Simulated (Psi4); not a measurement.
# One shape, several levels: SnH3Cl (SMILES [Cl][SnH3])

We compute a comparison of 4 runs (HF/def2-TZVPPD, r2SCAN/def2-SVP, HCTH/120-D3(BJ)/def2-TZVPP, MP2/def2-TZVP) of SnH3Cl. 

The results are computed with Psi4 1.11.

1 further run of the same task is left out (set aside as unsound or not needed).

### 1 The molecule

SnH3Cl: 5 atoms, total charge 0, spin state singlet. As SMILES, `[Cl][SnH3]`. The coordinates come from a PBE0-D4/def2-TZVP relaxation.

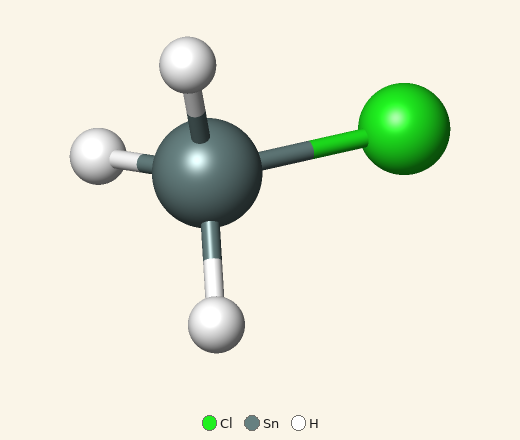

The structure, seen from a chosen angle (chlorine green, tin teal, hydrogen white).

### 2 Energy and one-electron properties at HF/def2-TZVPPD (density fitting, core potential) (run 1)

The input, job.py:

```python
import psi4

psi4.set_memory(1600000000)
psi4.set_num_threads(1)
psi4.core.set_output_file('output.dat', False)

geom = psi4.geometry("""
0 1
Cl    -1.839400     0.332400     1.029900
Sn     0.168900    -0.044500    -0.097500
H     -0.120500     0.362900    -1.722400
H      0.522700    -1.694200     0.111100
H      1.318200     0.969900     0.637400
units angstrom
symmetry c1
""")

psi4.set_options(dict(scf_type='df'))

e_tot, wfn = psi4.energy('scf/def2-TZVPPD', molecule=geom, return_wfn=True)
psi4.oeprop(wfn, 'MULTIPOLE(3)', title='SCF')
print('E =', round(e_tot, 9))
for k, v in sorted(psi4.core.scalar_variables().items()):
    print(f'{k:45s} {v:18.10f}')
```

Launch:

```console
python job.py
```

output.dat:

```text
[...]
    !!!  WARNING: ECP capability is in beta. Please check occupations closely.  !!!
[...]
  Running in c1 symmetry.
[...]
  Nuclear repulsion =  114.226496944951634
[...]
  Multiplicity = 1
[...]
  Nalpha       = 21
  Nbeta        = 21
[...]
    Number of basis functions: 158
[...]
   @DF-RHF iter   1:  -674.57330518141873   -1.48440e+00   2.65189e-03 DIIS/ADIIS
[...]
   @DF-RHF iter   7:  -674.63680455617737   -2.99311e-07   7.96628e-07 DIIS
[...]
  @DF-RHF Final Energy:  -674.63680455617737
   => Energetics <=
    Nuclear Repulsion Energy =            114.2264969449516343
    One-Electron Energy =               -1241.0338022463124616
    Two-Electron Energy =                 452.1705007451836309
    Total Energy =                       -674.6368045561772533
[...]
 Multipole Moments:
 ------------------------------------------------------------------------------------
     Multipole            Electronic (a.u.)      Nuclear  (a.u.)        Total (a.u.)
 ------------------------------------------------------------------------------------
 L = 1.  Multiply by 2.5417464519 to convert [e a0] to [Debye]
 Dipole X            :         28.4479034          -27.5373017            0.9106017
 Dipole Y            :         -5.3386054            5.1677867           -0.1708187
 Dipole Z            :        -15.9696685           15.4585340           -0.5111345
 Magnitude           :                                                    1.0581271
 L = 2.  Multiply by 1.3450342976 to convert [e a0^2] to [Debye ang]
 Quadrupole XX       :       -207.5098236          176.1843591          -31.3254646
 Quadrupole XY       :         30.6214889          -30.3817056            0.2397833
[...]
```

Standard output:

```text
E = -674.636804556
CURRENT ENERGY                                   -674.6368045562
CURRENT REFERENCE ENERGY                         -674.6368045562
DD SOLVATION ENERGY                                 0.0000000000
HF KINETIC ENERGY                                 544.0524828593
HF POTENTIAL ENERGY                             -1218.6892874155
HF TOTAL ENERGY                                  -674.6368045562
HF VIRIAL RATIO                                     2.2400215527
NUCLEAR REPULSION ENERGY                          114.2264969450
ONE-ELECTRON ENERGY                             -1241.0338022463
PCM POLARIZATION ENERGY                             0.0000000000
PE ENERGY                                           0.0000000000
SCF ITERATION ENERGY                             -674.6368045562
SCF ITERATIONS                                      7.0000000000
SCF TOTAL ENERGY                                 -674.6368045562
TWO-ELECTRON ENERGY                               452.1705007452
```

Wall time 3 s (1 thread of Intel Xeon 6975P-C (Granite Rapids), shared host); peak memory 0.27 GiB.

### 3 Energy and gradient at r2SCAN/def2-SVP (core potential) (run 2)

The input, input.dat:

```
memory 1600 mb

molecule geom {
  Cl    -3.47596223     0.62814496     1.94622894
  Sn     0.31917474    -0.08409281    -0.18424830
  H     -0.22771200     0.68578161    -3.25486428
  H      0.98775985    -3.20157400     0.20994857
  H      2.49103698     1.83284537     1.20451143
  units bohr
  symmetry c1
}

set basis def2-SVP
set puream true
set e_convergence 1e-09
set d_convergence 1e-08
set scf_type pk
set dft_radial_points 99
set dft_spherical_points 590

result, w = gradient("r2scan", return_wfn=True)
oeprop(w, "WIBERG_LOWDIN_INDICES", "QUADRUPOLE", "DIPOLE", title="R2SCAN")
```

Launch:

```console
psi4 input.dat output.dat -n 1
```

output.dat:

```text
[...]
    !!!  WARNING: ECP capability is in beta. Please check occupations closely.  !!!
[...]
  Running in c1 symmetry.
[...]
  Nuclear repulsion =  114.226497034569718
[...]
  Multiplicity = 1
[...]
  Nalpha       = 21
  Nbeta        = 21
[...]
    Number of basis functions: 59
[...]
   @RKS iter   1:  -676.15078808897113   -1.23408e+00   5.62830e-03 DIIS/ADIIS
[...]
   @RKS iter  10:  -676.21385191804177   -3.06954e-12   8.68813e-09 DIIS
[...]
  @RKS Final Energy:  -676.21385191804177
   => Energetics <=
    Nuclear Repulsion Energy =            114.2264970345697179
    One-Electron Energy =               -1241.2075695599055507
    Two-Electron Energy =                 498.2385697724446345
    DFT Exchange-Correlation Energy =     -47.4713491651506700
    Empirical Dispersion Energy =           0.0000000000000000
    VV10 Nonlocal Energy =                  0.0000000000000000
    Total Energy =                       -676.2138519180417688
[...]
  -Total Gradient:
     Atom            X                  Y                   Z
    ------   -----------------  -----------------  -----------------
       1        0.007075373167    -0.001329118033    -0.003972989671
       2       -0.005644179952     0.001077816513     0.003171099732
       3        0.000062502845    -0.000436935313     0.002118163414
       4       -0.000709856848     0.002027290335    -0.000090088530
       5       -0.001672354420    -0.001171946763    -0.000727243018
[...]
```

Run time: 14 s. Hardware: 1 thread of Intel Xeon 6975P-C (Granite Rapids), shared host; peak memory 1.3 GiB.

Run 3 isn't shown in full; the table further down has it.

### 4 A single-point energy at MP2/def2-TZVP (core potential) (run 4)

The input, input.json:

```json
{
  "schema_name": "qcschema_input",
  "schema_version": 1,
  "molecule": {
    "schema_name": "qcschema_molecule",
    "schema_version": 2,
    "symbols": ["Cl", "Sn", "H", "H", "H"],
    "geometry": [-3.47596223, 0.62814496, 1.94622894, 0.31917474, -0.08409281, -0.1842483, -0.227712, 0.68578161, -3.25486428, 0.98775985, -3.201574, 0.20994857, 2.49103698, 1.83284537, 1.20451143],
    "molecular_charge": 0,
    "molecular_multiplicity": 1,
    "fix_symmetry": "c1"
  },
  "driver": "energy",
  "model": {
    "method": "mp2",
    "basis": "def2-TZVP"
  },
  "keywords": {
    "reference": "rhf",
    "puream": true,
    "e_convergence": 1e-09,
    "d_convergence": 1e-08,
    "scf_type": "pk",
    "num_frozen_docc": 9,
    "mp2_type": "conv"
  }
}
```

Launch:

```console
psi4 --qcschema input.json -n 1 --memory 1600MB
```

stdout:

```text
[...]
    !!!  WARNING: ECP capability is in beta. Please check occupations closely.  !!!
[...]
  Running in c1 symmetry.
[...]
  Nuclear repulsion =  114.226497034569718
[...]
  Multiplicity = 1
[...]
  Nalpha       = 21
  Nbeta        = 21
[...]
    Number of basis functions: 105
[...]
   @RHF iter   1:  -674.59075531488452   -1.56474e+00   3.45385e-03 DIIS/ADIIS
[...]
   @RHF iter  10:  -674.63566658448315   -1.77351e-11   9.70008e-09 DIIS
[...]
  @RHF Final Energy:  -674.63566658448315
   => Energetics <=
    Nuclear Repulsion Energy =            114.2264970345697179
    One-Electron Energy =               -1241.0581785808449240
    Two-Electron Energy =                 452.1960149617919456
    Total Energy =                       -674.6356665844832605
[...]
 Multipole Moments:
 ------------------------------------------------------------------------------------
     Multipole            Electronic (a.u.)      Nuclear  (a.u.)        Total (a.u.)
 ------------------------------------------------------------------------------------
 L = 1.  Multiply by 2.5417464519 to convert [e a0] to [Debye]
 Dipole X            :         28.4559174          -27.5373016            0.9186158
 Dipole Y            :         -5.3401095            5.1677866           -0.1723229
 Dipole Z            :        -15.9741848           15.4585340           -0.5156507
 Magnitude           :                                                    1.0674483
[...]
	SCS-MP2 Total Energy (a.u.)        :  -675.11924447946444
	SOS-MP2 Total Energy (a.u.)        :  -675.07011621145557
	SCSN-MP2 Total Energy (a.u.)       :  -674.89506383956939
[...]
	SOS-PI-MP2 Total Energy (a.u.)     :  -675.14252448261766
[...]
	MP2 Total Energy (a.u.)            :  -675.14509274431987
[...]
```

The result, in JSON:

```text
{
 "driver": "energy",
 "model": {
  "method": "mp2",
  "basis": "def2-TZVP"
 },
 "success": true,
 "return_result": -675.1450927443199,
 "properties": {
  "calcinfo_nbasis": 105,
  "calcinfo_nmo": 105,
  "calcinfo_nalpha": 21,
  "calcinfo_nbeta": 21,
  "calcinfo_natom": 5,
  "nuclear_repulsion_energy": 114.22649703456972,
  "return_energy": -675.1450927443199,
  "scf_one_electron_energy": -1241.058178580845,
  "scf_two_electron_energy": 452.19601496179195,
  "scf_dipole_moment": [0.918615805577712, -0.17232286515671547, -0.5156507310945297],
  "scf_total_energy": -674.6356665844831,
  "scf_iterations": 10,
  "mp2_same_spin_correlation_energy": -0.1473848040263166,
  "mp2_opposite_spin_correlation_energy": -0.3620413558103855,
  "mp2_singles_energy": 0.0,
  "mp2_doubles_energy": -0.509426159836702,
  "mp2_correlation_energy": -0.5094261598367211,
  "mp2_total_energy": -675.1450927443199
 }
}
```

Run time: 7.8 s. Hardware: 1 thread of Intel Xeon 6975P-C (Granite Rapids), shared host; peak memory 0.69 GiB.

### 5 The series

```
run                                                                               level        task  integrals  energy (Eh)  dipole moment (D)  HOMO energy (eV)  LUMO energy (eV)  wall time
  1                                    HF/def2-TZVPPD (density fitting, core potential)  properties         df  -674.636805               2.69            -11.85              1.44        3 s
  2                                                    r2SCAN/def2-SVP (core potential)    gradient         pk  -676.213852               2.50             -7.41             -1.16       14 s
  3  HCTH/120-D3(BJ)/def2-TZVPP (density fitting, core potential, IEF-PCM acetonitrile)  properties     mem_df  -676.974757               3.41             -7.34             -1.42      9.6 s
  4                                                      MP2/def2-TZVP (core potential)      energy         pk  -675.145093                  –            -11.83              1.86      7.8 s
```

### 6 What came out

```
                                          quantity          value
                               run 4: total energy  -675.14509 Eh
        run 4: HOMO energy (Hartree–Fock orbitals)      -11.83 eV
        run 4: LUMO energy (Hartree–Fock orbitals)        1.86 eV
      run 4: HOMO–LUMO gap (Hartree–Fock orbitals)       13.69 eV
run 4: correlation energy (9 core orbitals frozen)     -509.4 mEh
```

What this shows: Over runs 1, 2, 3 the dipole moment (its size) runs from 2.50 D (r2SCAN/def2-SVP) to 3.41 D (HCTH/120-D3(BJ)/def2-TZVPP). The two ends differ in method and basis and solvent. Over runs 1, 2, 3 the HOMO–LUMO gap runs from 5.92 eV (HCTH/120-D3(BJ)/def2-TZVPP) to 13.29 eV (HF/def2-TZVPPD). Totals of different functionals can't be ranked against each other. All runs together took 34 s, the longest 14 s.
